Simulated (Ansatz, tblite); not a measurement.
**[Cu(N2)2]+ (CuN4+): spin states and exact exchange**

Aim: set other spin states of [Cu(N2)2]+ (CuN4+) against its singlet, on many levels of theory.

Method: as each input shows; program: Ansatz 0.2.0, Gaussian basis.

The runs, in order: triplet, at the geometry of the singlet (GFN1-xTB, GFN2-xTB, PBE0-D4/def2-TZVP, PBE-D4/def2-TZVP, r2SCAN-D4/def2-TZVP); the singlet's energies come from earlier runs.

## Step 1: The geometry

The geometry is that of the singlet, from an earlier relaxation (PBE-D4/def2-SVP).

5 atoms, charge 1, spin multiplicity 1.

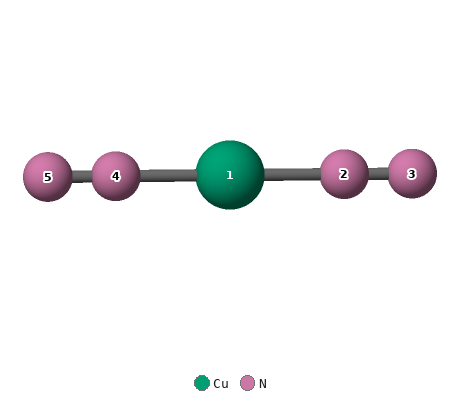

The structure; copper teal, nitrogen pink; atoms are numbered from 1 in the order of the file.

Formally the metal is d10. No spin-orbit coupling is included. The ion is computed in the gas phase, without counter-ions or solvent.

## Step 2: Triplet at the fixed geometry, GFN1-xTB

Tight binding, by tblite at 300 K electronic temperature and without a spin-polarisation term:

```python
tblite.interface.Calculator('GFN1-xTB', numbers, positions, charge=1, uhf=2).singlepoint()
```

Energy -452.1836 eV; 0.002 s.

## Step 3: Triplet at the fixed geometry, GFN2-xTB

Tight binding, by tblite at 300 K electronic temperature and without a spin-polarisation term:

```python
tblite.interface.Calculator('GFN2-xTB', numbers, positions, charge=1, uhf=2).singlepoint()
```

Energy -405.9480 eV; 0.003 s.

## Step 4: Triplet at the fixed geometry, PBE0-D4/def2-TZVP

in.yaml

```yaml
crystal:
  periodic: [false, false, false]
  atoms:
    - {symbol: Cu, position_ang: [-0.001141, -0.003108, 0.000020]}
    - {symbol: N, position_ang: [0.000820, 0.010656, 1.872365]}
    - {symbol: N, position_ang: [0.001955, 0.018012, 2.985754]}
    - {symbol: N, position_ang: [-0.000381, -0.010653, -1.872367]}
    - {symbol: N, position_ang: [-0.001243, -0.014908, -2.985771]}
basis:
  gaussian: {orbitals: def2-TZVP}
total_charge: 1
magnetization: {spin_polarized: true, initial_magnetization: 2}
hamiltonian: {xc: pbe0, dispersion: d4}
scf: {omitted_lower_state_checks: [starts]}
output: {orbitals: {seedname: orbitals}}
```

On the command line:

```sh
$ ansatz run in.yaml --threads 2 --pin off --events-out ev --progress --plain --max-ram 4352MiB
```

Output:

```text
Functional definition: PBE0
  name "PBE0"
  cite "Adamo & Barone, J. Chem. Phys. 110, 6158 (1999) doi:10.1063/1.478522"
  cite "Perdew, Burke & Ernzerhof, Phys. Rev. Lett. 77, 3865 (1996) doi:10.1103/PhysRevLett.77.3865"
  parent pbe
  parameter a = 0.25
  parameter kappa = 0.804
  parameter beta = 0.06672455060314922
  exchange = (1 - a)*pbe_x(kappa = kappa, mu = beta*pi^2/3) + a*exact_x
  correlation = pbe_c(beta = beta)
these checks for a lower state are left out or cut short: starts
1162 factors; their error is unknown
mean field evaluation 1: about -50564.0543 eV, gradient 8.1e1 eV
mean field evaluation 2: about -50073.6839 eV, gradient 4.4e2 eV
mean field evaluation 4: about -50573.2593 eV, gradient 4.9e1 eV
mean field evaluation 8: about -50578.6876 eV, gradient 3.3e-1 eV
mean field evaluation 16: about -50578.7557 eV, gradient 3.2e-2 eV
mean field evaluation 32: about -50578.7558 eV, gradient 7.3e-5 eV
mean field -50578.75580332 eV, -1858.7349922599 hartree, gradient 2.8e-6 eV, S^2 2.007262; 0 other end points of the search recorded, 0 dependent functions left out
reference -50578.75583204 eV, -1858.7349933155 hartree; 29, 27 occupied and 140, 142 virtual orbitals, 1162 factors
Total energy: -50578.83005968 eV, -1858.7377211310 hartree
Checks for a lower state left out: starts
```

Wall time 74 s (2 threads of Arm Neoverse V2, shared host); peak memory 0.74 GiB.

HOMO -9.69 eV, LUMO -13.16 eV (over both spins; with the spin held, an empty level of the minority spin lies below the top filled one); ⟨S²⟩ 2.007 (pure: 2.00).

## Step 5: Triplet at the fixed geometry, PBE-D4/def2-TZVP

start.molden holds the orbitals of an earlier run on this state, given as this run's starting guess.

in.yaml: that of step 4 with these lines changed.

```diff
@@ -9,6 +9,6 @@
 basis:
-  gaussian: {orbitals: def2-TZVP}
+  gaussian: {orbitals: def2-TZVP, initial_orbitals: start.molden}
 total_charge: 1
 magnetization: {spin_polarized: true, initial_magnetization: 2}
-hamiltonian: {xc: pbe0, dispersion: d4}
+hamiltonian: {xc: pbe, dispersion: d4}
 scf: {omitted_lower_state_checks: [starts]}
```

Same command.

Output:

```text
Functional definition: PBE
  name "PBE"
  cite "Perdew, Burke & Ernzerhof, Phys. Rev. Lett. 77, 3865 (1996) doi:10.1103/PhysRevLett.77.3865"
  parent pbe
  parameter kappa = 0.804
  parameter beta = 0.06672455060314922
  exchange = pbe_x(kappa = kappa, mu = beta*pi^2/3)
  correlation = pbe_c(beta = beta)
these checks for a lower state are left out or cut short: starts
1073 factors; their error is unknown
mean field evaluation 1: about -50578.9658 eV, gradient 8.2e0 eV
mean field evaluation 2: about -50579.3261 eV, gradient 2.4e0 eV
mean field evaluation 4: about -50579.3158 eV, gradient 2.3e-1 eV
mean field evaluation 8: about -50579.3164 eV, gradient 5.1e-5 eV
mean field evaluation 16: about -50579.3164 eV, gradient 5.2e-6 eV
mean field -50579.31639346 eV, -1858.7555935675 hartree, gradient 5.2e-6 eV, S^2 2.002263; 0 other end points of the search recorded, 0 dependent functions left out
reference -50579.31643444 eV, -1858.7555950736 hartree; 29, 27 occupied and 140, 142 virtual orbitals, 1073 factors
Total energy: -50579.40467052 eV, -1858.7588376896 hartree
Checks for a lower state left out: starts
```

Run time: 18 s. Hardware: 2 threads of Arm Neoverse V2, shared host.

HOMO -9.12 eV, LUMO -15.07 eV (over both spins; with the spin held, an empty level of the minority spin lies below the top filled one); ⟨S²⟩ 2.002 (pure: 2.00).

## Step 6: Triplet at the fixed geometry, r2SCAN-D4/def2-TZVP

in.yaml: that of step 5 with these lines changed.

```diff
@@ -12,3 +12,3 @@
 magnetization: {spin_polarized: true, initial_magnetization: 2}
-hamiltonian: {xc: pbe, dispersion: d4}
+hamiltonian: {xc: r2scan, dispersion: d4}
 scf: {omitted_lower_state_checks: [starts]}
```

The command is unchanged.

Output, cut to the lines that bear on the results:

```text
Functional definition: r2SCAN
  name "r2SCAN"
  cite "Furness, Kaplan, Ning, Perdew & Sun, J. Phys. Chem. Lett. 11, 8208 (2020) doi:10.1021/acs.jpclett.0c02405"
  cite "Furness, Kaplan, Ning, Perdew & Sun, J. Phys. Chem. Lett. 11, 9248 (2020) doi:10.1021/acs.jpclett.0c03077"
  parent r2scan
[...]
1073 factors; their error is unknown
[...]
mean field -50588.92682769 eV, -1859.1087705113 hartree, gradient 2.1e-6 eV, S^2 2.006307; 0 other end points of the search recorded, 0 dependent functions left out
reference -50588.92683995 eV, -1859.1087709618 hartree; 29, 27 occupied and 140, 142 virtual orbitals, 1073 factors
Total energy: -50588.94754603 eV, -1859.1095318963 hartree
Checks for a lower state left out: starts
```

Run time: 64 s. Hardware: 2 threads of Arm Neoverse V2, shared host.

From the report: HOMO -9.30 eV, LUMO -14.79 eV (over both spins; with the spin held, an empty level of the minority spin lies below the top filled one); ⟨S²⟩ 2.006 (pure: 2.00).

## Step 7: Triplet less singlet, vertical

The singlet's energies are those of its earlier runs, whose logs aren't repeated here.

```
              level  triplet less singlet, vertical (eV)     time
           GFN1-xTB                               +2.791  0.005 s
           GFN2-xTB                               +3.031  0.005 s
   PBE-D4/def2-TZVP                               +5.267     20 s
r2SCAN-D4/def2-TZVP                               +5.113     68 s
  PBE0-D4/def2-TZVP                               +5.261     76 s
```

Times add the two runs; a level without a time comes out of a correlated run. Tight binding without a spin term can't rank spin states.

## Step 8: Summary of results

| quantity | value |
| --- | --- |
| triplet less singlet, vertical, functionals in def2-TZVP | +5.113 (r2SCAN-D4) to +5.267 eV (PBE-D4) |

What this shows: All functionals put the triplet above the singlet, over a spread of 0.154 eV. The checks for a lower triplet were left out, so another state of that spin may lie lower. The singlet here is a closed shell; an open-shell singlet can lie lower. These are electronic energies, without zero-point motion, entropy or surroundings.
